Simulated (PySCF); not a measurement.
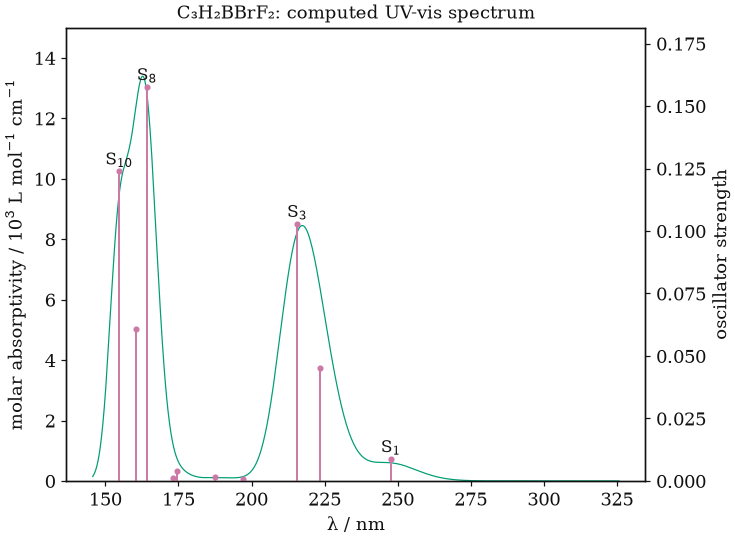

Computed absorption of C₃H₂BBrF₂, SMILES FB(F)C1=C[C@H]1Br. Vertical TDDFT excitations, BHandHLYP/def2-SVPD in PySCF 2.14.0, at a PBE0-D3(BJ)/def2-SVP geometry (no frequency check), gas phase. The lowest 10 singlet states are shown; each is broadened by a Gaussian of 1/e half-width 0.25 eV. Sticks give oscillator strengths (right axis).

Which of the computed transitions is the brightest, and what character does the calculation give it?

S8 at 7.55 eV (164 nm), f = 0.158, mainly HOMO−2 → LUMO+1 (62 %).

List the transitions behind the spectrum.

```
state  E (eV)  λ (nm)      f          main character
   S1    5.01     248  0.009      HOMO → LUMO (88 %)
   S2    5.55     223  0.045    HOMO−1 → LUMO (88 %)
   S3    5.75     216  0.103    HOMO−2 → LUMO (89 %)
   S4    6.29     197  0.001    HOMO → LUMO+1 (53 %)
   S5    6.61     187  0.001  HOMO−1 → LUMO+1 (49 %)
   S6    7.10     175  0.004    HOMO−4 → LUMO (79 %)
   S7    7.16     173  0.001    HOMO−3 → LUMO (77 %)
   S8    7.55     164  0.158  HOMO−2 → LUMO+1 (62 %)
   S9    7.73     160  0.061    HOMO → LUMO+2 (40 %)
  S10    8.01     155  0.124  HOMO−1 → LUMO+2 (41 %)
```

Caveats: spin-orbit coupling is left out, and with Br it can shift these levels and split any degenerate set; one conformer of a flexible molecule; core orbitals are frozen in the response.
